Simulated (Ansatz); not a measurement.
**Relaxing a frame of liquid (Cs,Li)Cl from 900 K (108 atoms)**

Aim: bring a frame of liquid (Cs,Li)Cl from 900 K (108 atoms) to a nearby minimum of the energy and see what moves.

Calculated with Ansatz 0.2.0; Kohn-Sham DFT, PBE, PAW (set soft_2), plane waves.

### 1. The structure

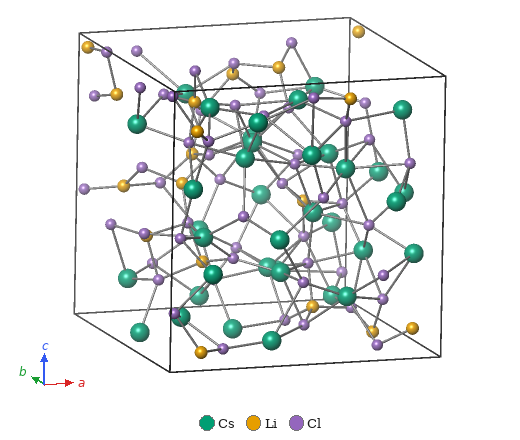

The cell as given, slightly off an axis (caesium teal, lithium orange, chlorine purple). Bonds to atoms that aren't drawn are left out. Some periodic images of atoms are drawn too.

The cell holds 108 atoms: 37 Cs, 17 Li and 54 Cl. Cell: a = 16.229 Å, b = 16.229 Å, c = 16.229 Å, α = 90.0°, β = 90.0°, γ = 90.0°. 108 atoms (37 Cs, 17 Li, 54 Cl) placed at random at 2.56 g/cm³, melted at 1600 K for 10 ps at fixed volume with the Lennard-Jones and Coulomb ion parameters for SPC/E (Joung and Cheatham, J. Phys. Chem. B 112, 9020 (2008)), full charges. Snapshot at the end of a hold of 15 ps at 900 K and zero pressure.

What the set-up can't give: The starting topology of bonds comes from the classical model. The ion parameters were fitted for water, not for melts, so the density of this cell may lie well off the real melt's. Sampling is at Γ alone, for a cell whose shortest periodic width is 16 Å. Spin–orbit coupling is left out, which matters for the levels of the heavy elements.

### 2. Single point at the start

A single point comes first, to see the forces before anything moves.

The input, input.yaml:

```yaml
crystal:
  lattice:
    - [16.22871, 0.0, 0.0]
    - [0.0, 16.22871, 0.0]
    - [0.0, 0.0, 16.22871]
  atoms:
    - { symbol: Cs, position: [0.33237, 0.0635, 0.85781] }
    - { symbol: Cs, position: [0.14565, 0.30463, 0.1252] }
    - { symbol: Cs, position: [0.73388, 0.27362, 0.62856] }
    - { symbol: Cs, position: [0.90901, 0.89596, 0.29742] }
    - { symbol: Cs, position: [0.92019, 0.21693, 0.83944] }
    - { symbol: Cs, position: [0.5815, 0.34914, 0.86649] }
    - { symbol: Cs, position: [0.99511, 0.66074, 0.52196] }
    - { symbol: Cs, position: [0.40536, 0.85884, 0.30518] }
    - { symbol: Cs, position: [0.4403, 0.11979, 0.42258] }
    - { symbol: Cs, position: [0.17551, 0.06247, 0.32588] }
    - { symbol: Cs, position: [0.26228, 0.41091, 0.3804] }
    - { symbol: Cs, position: [0.43033, 0.56408, 0.01378] }
    - { symbol: Cs, position: [0.53408, 0.36722, 0.25036] }
    - { symbol: Cs, position: [0.59538, 0.67319, 0.20124] }
    - { symbol: Cs, position: [0.66551, 0.95231, 0.39762] }
    - { symbol: Cs, position: [0.84481, 0.05269, 0.55071] }
    - { symbol: Cs, position: [0.32298, 0.79214, 0.80972] }
    - { symbol: Cs, position: [0.11984, 0.78956, 0.16317] }
    - { symbol: Cs, position: [0.80556, 0.80654, 0.80561] }
    - { symbol: Cs, position: [0.57585, 0.80296, 0.6353] }
    - { symbol: Cs, position: [0.41897, 0.88502, 0.06526] }
    - { symbol: Cs, position: [0.9827, 0.3607, 0.51133] }
    - { symbol: Cs, position: [0.22992, 0.27795, 0.87257] }
    - { symbol: Cs, position: [0.72608, 0.94545, 0.12642] }
    - { symbol: Cs, position: [0.14824, 0.20638, 0.60063] }
    - { symbol: Cs, position: [0.50053, 0.58966, 0.66744] }
    - { symbol: Cs, position: [0.39102, 0.35592, 0.66699] }
    - { symbol: Cs, position: [0.96074, 0.18553, 0.33199] }
    - { symbol: Cs, position: [0.71983, 0.19622, 0.18997] }
    - { symbol: Cs, position: [0.85123, 0.71403, 0.0782] }
    - { symbol: Cs, position: [0.87668, 0.47557, 0.28694] }
    - { symbol: Cs, position: [0.54527, 0.0969, 0.72347] }
    - { symbol: Cs, position: [0.43886, 0.18102, 0.05093] }
    - { symbol: Cs, position: [0.77054, 0.55472, 0.62111] }
    - { symbol: Cs, position: [0.08725, 0.56212, 0.02] }
    - { symbol: Cs, position: [0.68546, 0.46552, 0.43488] }
    - { symbol: Cs, position: [0.04216, 0.50321, 0.77703] }
    - { symbol: Li, position: [0.6739, 0.06707, 0.92387] }
    - { symbol: Li, position: [0.73658, 0.71358, 0.42181] }
    - { symbol: Li, position: [0.13508, 0.89089, 0.47078] }
    - { symbol: Li, position: [0.53186, 0.89369, 0.84741] }
    - { symbol: Li, position: [0.29067, 0.71993, 0.50698] }
    - { symbol: Li, position: [0.88303, 0.3808, 0.01661] }
    - { symbol: Li, position: [0.09881, 0.0367, 0.84446] }
    - { symbol: Li, position: [0.6909, 0.46871, 0.09813] }
    - { symbol: Li, position: [0.92467, 0.08542, 0.08804] }
    - { symbol: Li, position: [0.32708, 0.59982, 0.25094] }
    - { symbol: Li, position: [0.99915, 0.90591, 0.96902] }
    - { symbol: Li, position: [0.38535, 0.88803, 0.57176] }
    - { symbol: Li, position: [0.12947, 0.62973, 0.34821] }
    - { symbol: Li, position: [0.63827, 0.71592, 0.90147] }
    - { symbol: Li, position: [0.13778, 0.06612, 0.04948] }
    - { symbol: Li, position: [0.05767, 0.76309, 0.82803] }
    - { symbol: Li, position: [0.25298, 0.50165, 0.84435] }
    - { symbol: Cl, position: [0.4951, 0.77936, 0.91071] }
    - { symbol: Cl, position: [0.07234, 0.49248, 0.38773] }
    - { symbol: Cl, position: [0.40511, 0.69718, 0.16275] }
    - { symbol: Cl, position: [0.87173, 0.41698, 0.69396] }
    - { symbol: Cl, position: [0.79825, 0.09308, 0.03407] }
    - { symbol: Cl, position: [0.39514, 0.47083, 0.28592] }
    - { symbol: Cl, position: [0.17848, 0.14187, 0.78377] }
    - { symbol: Cl, position: [0.16034, 0.77485, 0.55943] }
    - { symbol: Cl, position: [0.52714, 0.03741, 0.94072] }
    - { symbol: Cl, position: [0.9402, 0.18503, 0.65386] }
    - { symbol: Cl, position: [0.95705, 0.91807, 0.11264] }
    - { symbol: Cl, position: [0.05281, 0.1123, 0.18328] }
    - { symbol: Cl, position: [0.72129, 0.82046, 0.96293] }
    - { symbol: Cl, position: [0.64907, 0.9347, 0.76353] }
    - { symbol: Cl, position: [0.88913, 0.29912, 0.149] }
    - { symbol: Cl, position: [0.19007, 0.64607, 0.84534] }
    - { symbol: Cl, position: [0.19321, 0.94286, 0.93706] }
    - { symbol: Cl, position: [0.26283, 0.93609, 0.17869] }
    - { symbol: Cl, position: [0.02714, 0.90676, 0.79413] }
    - { symbol: Cl, position: [0.83169, 0.29491, 0.41718] }
    - { symbol: Cl, position: [0.79823, 0.04231, 0.2929] }
    - { symbol: Cl, position: [0.69511, 0.17293, 0.81999] }
    - { symbol: Cl, position: [0.94952, 0.68591, 0.76381] }
    - { symbol: Cl, position: [0.02567, 0.99176, 0.44452] }
    [... 24 atom lines left out ...]
    - { symbol: Cl, position: [0.25727, 0.17444, 0.03327] }
    - { symbol: Cl, position: [0.00772, 0.3817, 0.93436] }
    - { symbol: Cl, position: [0.28706, 0.93844, 0.46373] }
    - { symbol: Cl, position: [0.42974, 0.92793, 0.71563] }
    - { symbol: Cl, position: [0.7674, 0.86133, 0.55339] }
    - { symbol: Cl, position: [0.39132, 0.72958, 0.60137] }
kpoints:
  mp_grid: { grid: [1, 1, 1] }
hamiltonian:
  xc: pbe
scf:
  occupations: { method: gaussian, width: 0.025 }
output:
  forces: true
  stress: true
  populations: true
  dos:
    method: { smearing: { sigma: 0.15 } }
    de: 0.1
    projected: { site_lists: { Cl: [Cl], Cs: [Cs], Li: [Li] } }
  eigenvalues: true
```

Run with:

```console
ansatz run input.yaml --threads 4 --pin off --max-ram 8192MiB --backend cpu --events-out ev --progress --plain --runs-dir out
```

Numbers of over 12 decimals in the logs are rounded to 6 here.

Log:

```text
Engine: ansatz 0.2.0, aarch64-unknown-linux-gnu
Pseudopotentials: kind: paw
Pseudopotential: Cs, paw, valence charge 9, recommended cutoff 420 eV (normal), Cs.paw.azcp
Pseudopotential: Li, paw, valence charge 3, recommended cutoff 420 eV (normal), Li.paw.azcp
Pseudopotential: Cl, paw, valence charge 7, recommended cutoff 420 eV (normal), Cl.paw.azcp
[... 5 lines on functional and potentials left out ...]
Crystal: 108 atoms, lattice volume = 4274.172 Å³
Basis set: ecut = 420 eV, 83599 PW (Γ), exchange–correlation on 240×240×240 points (8 copies of the dense FFT grid, shifted against one another)
Bands: 489, of which v1, the nominal top of the filled ones, is band 381 counted from 1 (380 counted from 0)
Symmetry: 1 space group operations
Space group: P1 (ITA 1), of the structure as read, at distance tolerance 1.6e-4 Å
k-points: 1
[... 7 lines on functional and potentials left out ...]
Initial density: superposition of atomic densities (neutral atoms: chi_scale 0, normalization atom), corrected by the library's trained network
Initial wavefunctions: pseudopotential atomic-orbital guess
Functional: x = pbe(κ = 0.804, μ = 0.219515), c = pbe(β = 0.066725)
SCF iter   1: F=—  HF=-271782.031853 eV  |F-HF|=—  |Δ(HF+E_count)|=         —  Δρ=7.50e-4  dr2=1.04e-1  ethr=1.77e-3  ⟨swp⟩=8.0  Hψ=2282  notcnv=0  defer=47
preconditioner: auto → Resta (q_TF=auto, 2.047 Å⁻¹)  ε∞=2.8  [insulator: Δε(μ)=3.879 eV  Ē_g=10.955 eV  σ=0.025 eV  W_gap=1.00  n_scr=618 (ndim 8)  ℏωp=14.5 eV  f_vac=0.191  D(μ)=0.00/eV (n_scr^D=0)  ε∞_Penn≈2.8]
SCF iter   2: F=—  HF=-271781.940131 eV  |F-HF|=—  |Δ(HF+E_count)|=   9.17e-2  Δρ=3.58e-4  dr2=2.60e-2  ethr=1.37e-5  ⟨swp⟩=2.0  Hψ=897  notcnv=0  defer=102
SCF iter   3: F=—  HF=-271781.936043 eV  |F-HF|=—  |Δ(HF+E_count)|=   4.09e-3  Δρ=1.42e-4  dr2=3.26e-3  ethr=3.41e-6  ⟨swp⟩=3.0  Hψ=665  notcnv=0  defer=102
SCF iter   4: F=—  HF=-271781.935627 eV  |F-HF|=—  |Δ(HF+E_count)|=   4.16e-4  Δρ=5.03e-5  dr2=2.35e-4  ethr=4.28e-7  ⟨swp⟩=2.0  Hψ=757  notcnv=0  defer=102
SCF iter   5: F=—  HF=-271781.935617 eV  |F-HF|=—  |Δ(HF+E_count)|=   9.39e-6  Δρ=1.57e-5  dr2=2.18e-5  ethr=3.09e-8  ⟨swp⟩=2.0  Hψ=714  notcnv=0  defer=102
SCF iter   6: F=—  HF=-271781.936038 eV  |F-HF|=—  |Δ(HF+E_count)|=   4.21e-4  Δρ=4.94e-6  dr2=1.79e-6  ethr=2.86e-9  ⟨swp⟩=2.0  Hψ=870  notcnv=0  defer=102
SCF iter   7: F=—  HF=-271781.936039 eV  |F-HF|=—  |Δ(HF+E_count)|=   4.60e-7  Δρ=1.31e-6  dr2=1.34e-7  ethr=2.35e-10  ⟨swp⟩=2.0  Hψ=712  notcnv=0  defer=102
SCF iter   8: F=-271781.936039 eV  HF=-271781.936039 eV  |F-HF|=5.30e-9  |Δ(HF+E_count)|=   3.59e-8  Δρ=4.41e-7  dr2=1.35e-8  ethr=1.31e-11  ⟨swp⟩=17.0  Hψ=2973  notcnv=0
SCF 1 converged in 8 iterations: F = -271781.936039 eV  dr2 = 1.35e-8
  greatest PAW one-centre occupation: 1.000 electrons in one spin orbital (limit 2), on the Li atom at site 40 (counted from 0), in its partial waves of l = 0
SCF converged after 8 iterations
Free energy (F): -271781.936039 eV
Harris-Foulkes:  -271781.936039 eV  (|F-HF|=5.30e-9)
Internal energy: -271781.936039 eV  (E = F + TS)
E sigma→0 (E₀):  -271781.936039 eV
Fermi energy:    2.886630 eV
--- Per-component energies (eV) ---
  E_band       = -5404.407601
  E_kinetic    = 14416.432657
  E_local      = -33354.189305  (includes V_loc(G=0)·N_el)
  E_nonlocal   = 2089.833309
  E_hartree    = 11921.253983
  E_xc         = -12478.829433
  E_vxc        = -11582.332478  (∫ρ·V_xc dr)
  E_paw        = -223430.496307  (= ΣΔE_a)
  E_vpaw       = -816.664930  (= ΣTr[D̂ρ^β])
  E_aug_tail   = 0.005034  (compensation charges beyond the density's cutoff)
  E_ewald      = -30945.945978
  E_smearing   = -0.000000  (= −TS)
  E_closure    = -0.000000  (closes the sum)
  Σ components = -271781.936039   (vs F -271781.936039, Δ=0.00e0)
--- Forces (eV/Å), atoms counted from 1 ---
  atom   1  Cs     0.39149218    -0.52761108     0.03391205
  atom   2  Cs    -0.49708609     0.29615581     0.07136688
  atom   3  Cs     0.54196502     0.01812459     0.11098945
  atom   4  Cs     1.34512077     0.06380359     0.67174494
  atom   5  Cs    -0.22834111     0.04408339     0.29370363
  atom   6  Cs     0.27653214     0.33209331    -0.21442863
  atom   7  Cs     0.36041899     0.23696537     0.63961937
  atom   8  Cs    -0.81264515    -0.44053137     0.35175018
  atom   9  Cs     0.62733684    -0.85096329    -0.14336947
  atom  10  Cs     0.39958495    -0.09530441     0.17282347
  atom  11  Cs    -1.34053562    -0.32605788     0.91983422
  atom  12  Cs    -0.18983264    -0.12953394    -0.11150753
  atom  13  Cs     0.81276240    -0.33023577    -0.07085634
  atom  14  Cs     0.13974609     0.69080813     0.29785889
[...]
atom 107  Cl     0.01897818    -0.33624908    -0.24985376
  atom 108  Cl    -0.57721696     0.56045831    -0.20469874
  max |Σ_I F_I| component: 1.63e-5 eV/Å
--- Stress (GPa, compression-positive) ---
        1.719412      -0.134195      -0.071334
       -0.134195       1.309417       0.154712
       -0.071335       0.154712       1.137555
  P = ⅓ Tr σ = 1.3888 GPa (13.888 kbar)
--- Band table (eV) ---
  k-point 0: bands = ["-44.1796", "-43.8636", "-43.8449", "-43.8127", [... 473 levels ...], "7.8911", "7.9048", "7.9074", "7.9147", "7.9314", "7.9689", "7.9892", "8.0014", "8.0219", "8.0544", "8.0703", "8.0801"]
--- Löwdin populations: 108 sites ---
  site symbol       q [e]
     0     Cs      8.1650
     1     Cs      8.1467
     2     Cs      8.1766
[...]
107     Cl      7.7035
  spilling = 0.005470 (of n_electrons = 762.000000)
```

Elapsed: 86 s, on 4 threads of Arm Neoverse V2, shared host; peak memory 5.5 GiB; 5.6 min of CPU time.

Read from the output:

| Item | Value |
| --- | --- |
| free energy | -271781.9360 eV |
| free energy per atom | -2516.4994 eV/atom |
| SCF cycles | 8 |
| pressure | 1.389 GPa |
| r.m.s. force component | 0.434 eV/Å |
| longest force | 2.381 eV/Å |
| Fermi energy | 2.887 eV |
| gap (highest filled to lowest empty level) | 3.821 eV |
| spilling of the projection | 0.00547 |

The r.m.s. force component of 0.43 eV/Å and the pressure of 1.4 GPa set the starting point.

Neighbours are counted within 3.98 Å (Cl-Cs), 3.12 Å (Cl-Li).

Length of the force by element and coordination:

```
element  coordination  atoms  mean length of the force (eV/Å)  spread  least   most
     Cl           all     54                            0.676   0.401  0.120   2.38
     Cl             3      6                            0.829   0.466  0.409   1.78
     Cl             4     16                            0.746   0.499  0.291   2.38
     Cl             5     27                            0.594   0.265  0.120   1.16
     Cl             6      5                            0.710   0.464  0.268   1.57
     Cs           all     37                            0.698   0.394  0.137   1.73
     Cs             3      2                            0.501  0.0821  0.419  0.583
     Cs             4      6                            0.495   0.251  0.209  0.880
     Cs             5     22                            0.794   0.462  0.137   1.73
     Cs             6      6                            0.610   0.125  0.486  0.860
     Cs             7      1                            0.717       0  0.717  0.717
     Li           all     17                            0.430   0.209  0.152  0.899
     Li             3      4                            0.518   0.203  0.269  0.816
     Li             4     13                            0.404   0.204  0.152  0.899
```

(Part 1 of 3 ends here.)

[Logs are printed without paths, hosts, clocks, repeated set-up lines and the standing remarks that a program may print on its own settings, such as how far it seeks lower states.]

[Hosts, paths, dates, database ids (printed as entryN), source tags and the programs' standing remarks are cut or masked in the printed files.]
